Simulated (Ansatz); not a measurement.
## Nudged elastic band of Si₂H₅ClF₂ (part 2 of 2)

The same run, continued: Si₂H₅ClF₂; RKS PBE0-D4/6-31G* (Ansatz 0.2.0). It belongs to a series of runs on one base structure; here: band between the two ends.

Geometry of the input (Å):
```
Si 0.5172  -0.1300  0.0539
Si 0.2841  -0.1463  2.3771
H  -0.7293  -1.1345  2.8323
H  1.6103  -0.5188  2.9505
H  -0.0733  1.2147  2.8625
H  1.6799  0.6695  -0.4197
F  -0.7868  0.4502  -0.6856
F  0.7182  -1.6384  -0.4640
Cl -3.1571  0.6320  1.2225
H  -3.9441  0.6135  2.2373
```

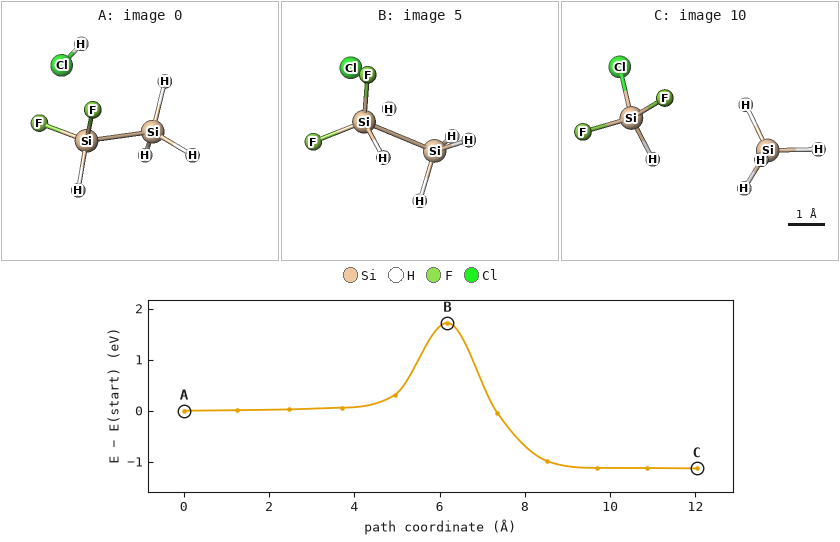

*Images of the last band (counted from 0; ball-and-stick, seen at a tilt) above the energy along the path; the line is a cubic interpolation that uses the forces.*

The highest image is number 5, 1.720 eV above the start and 2.851 eV above the end (the climbing image); the end lies 1.131 eV below the start. The path is 12.03 Å long. The band converged in 22 iterations.

```
Total energy: -33776.96211539 eV, -1241.2804628933 hartree
Atom 0 at    -0.226322     0.019037     0.138301 Å, force    -0.001950    -0.000159     0.001587 eV/Å
Atom 1 at    -0.111822     0.105437     2.665537 Å, force     0.001458     0.000333     0.000103 eV/Å
Atom 2 at    -1.176367    -0.155788     3.666876 Å, force    -0.001121    -0.000245     0.000094 eV/Å
Atom 3 at     0.997102    -0.873788     2.775061 Å, force     0.000109     0.000005    -0.000887 eV/Å
Atom 4 at     0.363837     1.509322     2.723084 Å, force    -0.000222     0.000720    -0.000463 eV/Å
Atom 5 at     1.193390     0.404214     0.363294 Å, force     0.000395     0.000222     0.000048 eV/Å
Atom 6 at    -0.800977     1.259668    -0.671499 Å, force     0.000518    -0.000260     0.000172 eV/Å
Atom 7 at    -0.095280    -1.375746    -0.611687 Å, force     0.000120    -0.000454    -0.000586 eV/Å
Atom 8 at    -2.669823    -0.627386     0.485940 Å, force     0.000820     0.000961    -0.000466 eV/Å
Atom 9 at    -1.354737    -0.253069     1.431893 Å, force    -0.000126    -0.001123     0.000398 eV/Å
Dipole moment:     0.683718     0.197693     0.647382 e Å
this run last wrote the band of iteration 22 to [file]
```

## The last band as extended XYZ (Å, eV, eV/Å)
```
10
Properties=species:S:1:pos:R:3:forces:R:3 image=0 energy=-33778.68220
Si    0.5172   -0.1300    0.0539   -0.0069  -0.0282  -0.0257
Si    0.2841   -0.1463    2.3771    0.0019   0.0127  -0.0107
H    -0.7293   -1.1345    2.8323   -0.0021  -0.0022  -0.0012
H     1.6103   -0.5188    2.9505   -0.0010  -0.0016  -0.0017
H    -0.0733    1.2147    2.8625    0.0009   0.0009   0.0084
H     1.6799    0.6695   -0.4197   -0.0169  -0.0038   0.0072
F    -0.7868    0.4502   -0.6856    0.0232  -0.0075   0.0160
F     0.7182   -1.6384   -0.4640    0.0016   0.0277   0.0076
Cl   -3.1571    0.6320    1.2225   -0.0083   0.0015   0.0115
H    -3.9441    0.6135    2.2373    0.0076   0.0006  -0.0114
10
Properties=species:S:1:pos:R:3:forces:R:3 image=1 energy=-33778.67264
Si    0.4691   -0.0732    0.1036   -0.0032   0.0006  -0.0007
Si    0.4087   -0.0135    2.4363    0.0032  -0.0005  -0.0019
H    -0.7610   -0.7432    2.9923    0.0012  -0.0047  -0.0005
H     1.6601   -0.6505    2.9394    0.0015   0.0020   0.0021
H     0.3846    1.4031    2.8966   -0.0041  -0.0016  -0.0005
H     1.7600    0.4039   -0.4612   -0.0005   0.0010   0.0009
F    -0.6868    0.8386   -0.5393   -0.0003  -0.0016  -0.0027
F     0.2379   -1.5763   -0.4120    0.0040  -0.0009   0.0004
Cl   -3.2502    0.4076    1.0680    0.0049   0.0022  -0.0003
H    -4.1035    0.0154    1.9430   -0.0069   0.0035   0.0032
10
Properties=species:S:1:pos:R:3:forces:R:3 image=2 energy=-33778.65787
Si    0.4056    0.0233    0.1476   -0.0026  -0.0004  -0.0005
Si    0.4174    0.1520    2.4779    0.0030  -0.0001  -0.0001
H    -0.8990   -0.1974    3.0747    0.0038  -0.0037   0.0025
H     1.4489   -0.7921    2.9954    0.0064   0.0028  -0.0006
H     0.7944    1.5334    2.8902   -0.0001   0.0015  -0.0011
H     1.7452    0.2639   -0.4534    0.0001   0.0014  -0.0005
F    -0.5957    1.1061   -0.4870    0.0000  -0.0030   0.0008
F    -0.0810   -1.4312   -0.3253    0.0042  -0.0020   0.0015
Cl   -3.2924    0.0414    0.8672    0.0077   0.0100   0.0017
H    -3.8244   -0.6875    1.7797   -0.0226  -0.0064  -0.0037
10
Properties=species:S:1:pos:R:3:forces:R:3 image=3 energy=-33778.62457
Si    0.4005    0.0988    0.1453   -0.0002  -0.0036   0.0006
Si    0.2924    0.1768    2.4771    0.0033   0.0002  -0.0046
H    -1.0961   -0.0826    2.9625   -0.0006   0.0000  -0.0028
H     1.1886   -0.8608    3.0575    0.0008   0.0005   0.0012
H     0.7142    1.5195    2.9616    0.0006   0.0013   0.0036
H     1.7691    0.3066   -0.3948    0.0027   0.0022  -0.0031
F    -0.5520    1.2269   -0.4777    0.0036   0.0001   0.0010
F    -0.1183   -1.3305   -0.3625    0.0019   0.0011   0.0004
Cl   -3.6071   -0.5480    0.7724   -0.0035  -0.0009   0.0006
H    -2.8725   -0.4948    1.8255   -0.0087  -0.0009   0.0031
10
Properties=species:S:1:pos:R:3:forces:R:3 image=4 energy=-33778.37636
Si    0.1432    0.0987    0.2009    0.1738   0.0405   0.0267
Si    0.0757    0.1388    2.5486    0.0654   0.0142  -0.0472
H    -1.1680   -0.1306    3.3283   -0.0198  -0.0084  -0.1581
H     1.1017   -0.8693    2.9265    0.0440   0.0162   0.0789
H     0.5511    1.5107    2.8705    0.0456   0.0082   0.0787
H     1.5600    0.4229   -0.0630    0.1659   0.0338  -0.1678
F    -0.7676    1.2031   -0.5151    0.0182  -0.0236   0.0690
F    -0.1780   -1.3261   -0.4540    0.0061   0.0340   0.0677
Cl   -3.1325   -0.6511    0.7196   -0.1869  -0.0416   0.0764
H    -2.0665   -0.3852    1.4047   -0.3124  -0.0732  -0.0244
10
Properties=species:S:1:pos:R:3:forces:R:3 image=6 energy=-33778.72027
Si   -0.4680   -0.0358   -0.2051   -0.2892  -0.0731  -0.3841
Si   -0.1688    0.0731    2.9421   -0.0553  -0.0112   0.2807
H    -1.0764   -0.1280    4.0858    0.1447   0.0400   0.4724
H     0.9291   -0.9250    2.8590   -0.0224   0.0089   0.0864
H     0.3737    1.4522    2.8346   -0.0156  -0.0141   0.0877
H     0.7847    0.2698    0.5365   -0.4625  -0.1085   0.1638
F    -0.6552    1.3153   -1.0266    0.0912   0.0162  -0.3988
F    -0.0246   -1.3451   -0.9952    0.0930   0.0168  -0.4005
Cl   -2.4821   -0.5100    0.1257    0.2124   0.0451  -0.3499
H    -1.0933   -0.1546    1.8100    0.3037   0.0800   0.4422
10
Properties=species:S:1:pos:R:3:forces:R:3 image=7 energy=-33779.66737
Si   -0.4666   -0.0256   -0.5779    0.0035  -0.0025  -0.1228
Si   -0.2074    0.0470    3.2113   -0.0044   0.0002   0.0842
H    -0.8286   -0.0571    4.5527    0.0892   0.0170   0.1539
H     0.8332   -1.0002    3.0167   -0.0087   0.0015   0.0473
H     0.4128    1.3853    3.0068   -0.0066  -0.0036   0.0481
H     0.4408    0.1418    0.5629   -0.1172  -0.0203   0.0046
F    -0.4231    1.3056   -1.4442    0.0415  -0.0130  -0.1325
F     0.0454   -1.2591   -1.4384    0.0353   0.0253  -0.1360
Cl   -2.4157   -0.3813   -0.1274    0.0245   0.0037  -0.0720
H    -1.2719   -0.1445    2.2043   -0.0571  -0.0082   0.1252
10
Properties=species:S:1:pos:R:3:forces:R:3 image=8 energy=-33779.80381
Si   -0.4245    0.0396   -0.8138    0.0033   0.0082  -0.0166
Si   -0.2525   -0.0343    3.4286   -0.0031   0.0013  -0.0042
H    -0.4169   -0.0873    4.9052    0.0041   0.0001   0.0061
H     0.7899   -1.0084    3.0041    0.0017  -0.0023  -0.0013
H     0.1684    1.3334    3.0187   -0.0029   0.0027   0.0000
H     0.3957    0.1872    0.3937    0.0030   0.0006   0.0014
F    -0.1353    1.2381   -1.8174   -0.0001  -0.0086   0.0075
F    -0.0661   -1.3193   -1.5562   -0.0013  -0.0002  -0.0019
Cl   -2.4011    0.0353   -0.3604    0.0009   0.0007  -0.0003
H    -1.5386   -0.3725    2.7643   -0.0055  -0.0025   0.0091
10
Properties=species:S:1:pos:R:3:forces:R:3 image=9 energy=-33779.80492
Si   -0.4699    0.1427   -0.7579    0.0004  -0.0015   0.0000
Si   -0.2060   -0.1476    3.3764    0.0005  -0.0003   0.0001
H    -0.4707   -0.3702    4.8224    0.0003  -0.0018  -0.0005
H     0.9279   -1.0042    2.9345    0.0010   0.0019  -0.0012
H     0.1408    1.2807    3.1421   -0.0019   0.0003   0.0010
H     0.3437    0.6276    0.3634   -0.0002   0.0011  -0.0005
F     0.0033    0.8349   -2.1079    0.0009  -0.0012  -0.0018
F    -0.3019   -1.4280   -0.9291   -0.0015   0.0003   0.0038
Cl   -2.4308    0.5686   -0.4616    0.0003   0.0026  -0.0001
H    -1.4174   -0.4927    2.5845    0.0003  -0.0013  -0.0009
10
Properties=species:S:1:pos:R:3:forces:R:3 image=10 energy=-33779.81356
Si   -0.5470    0.2598   -0.6749   -0.0035   0.0107   0.0226
Si   -0.1328   -0.2555    3.3075   -0.0038  -0.0032  -0.0050
H    -0.3579   -0.5548    4.7463   -0.0006   0.0011   0.0044
H     0.9043   -1.1672    2.7566   -0.0006  -0.0021  -0.0002
H     0.3239    1.1534    3.1562    0.0029   0.0009  -0.0012
H     0.0641    1.1344    0.3340   -0.0009   0.0014  -0.0027
F     0.1713    0.4618   -2.0778    0.0042  -0.0003  -0.0136
F    -0.3794   -1.2641   -0.2581    0.0000  -0.0052  -0.0029
Cl   -2.5223    0.6764   -0.8789    0.0001  -0.0045  -0.0046
H    -1.4052   -0.4323    2.5560    0.0023   0.0011   0.0034
```

## Key numbers

| quantity | value |
| --- | --- |
| outcome | converged |
| barrier, forward | 1.720 eV |
| barrier, backward | 2.852 eV |
| wall time | 8.1 min (CPU time 15 min) |
| peak memory | 0.22 GiB |

The order of the saddle point was not checked.
